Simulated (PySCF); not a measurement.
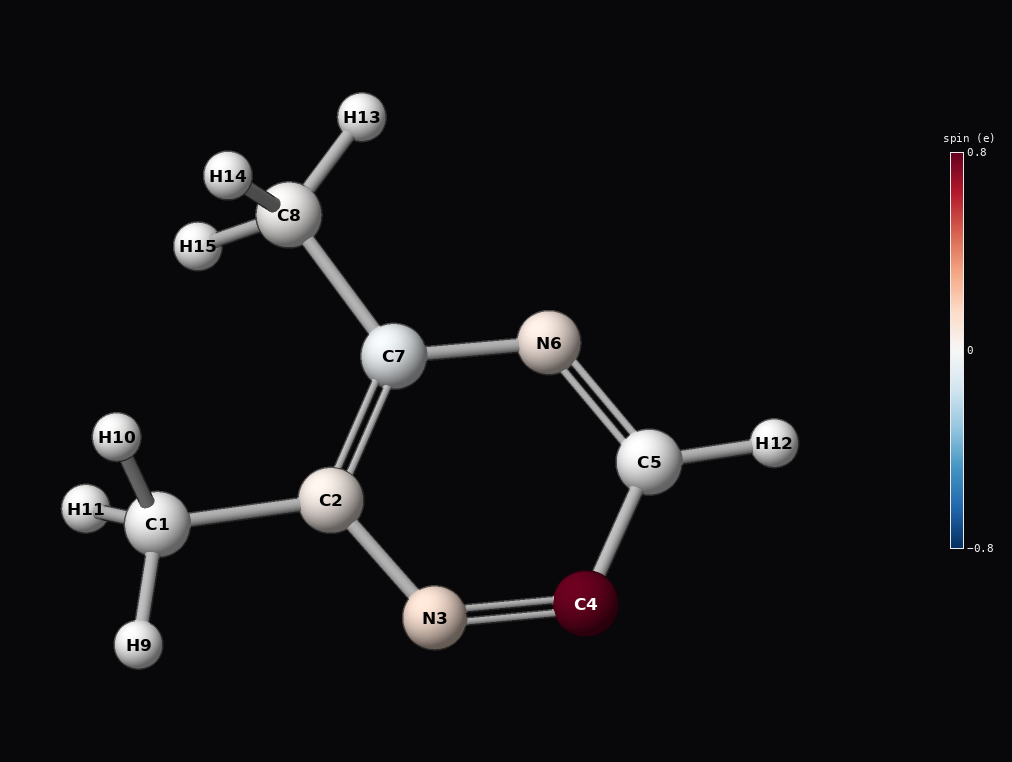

Atoms are coloured by their Mulliken spin populations. The species is neutral and a spin doublet. The computed structure is the end point of a GFN2-xTB optimisation. No frequency run is at hand to confirm it as a minimum. Properties computed with UKS B3LYP, pcH-1 on C H N, non-relativistic (PySCF 2.14.0).

Q: Which atom carries the largest spin population?

A: C4 (0.79 e).

Q: Which atom has the lowest spin population?

A: C7 (−0.03 e); a negative value comes from spin polarisation.

List the Mulliken spin populations.

```csv
atom,value (e)
C1,0.00
C2,0.05
N3,0.11
C4,0.79
C5,0.00
N6,0.07
C7,−0.03
C8,0.01
H9,0.01
H10,0.00
H11,0.00
H12,0.00
H13,0.00
H14,0.00
H15,0.00
```

Mulliken values depend strongly on the basis set.
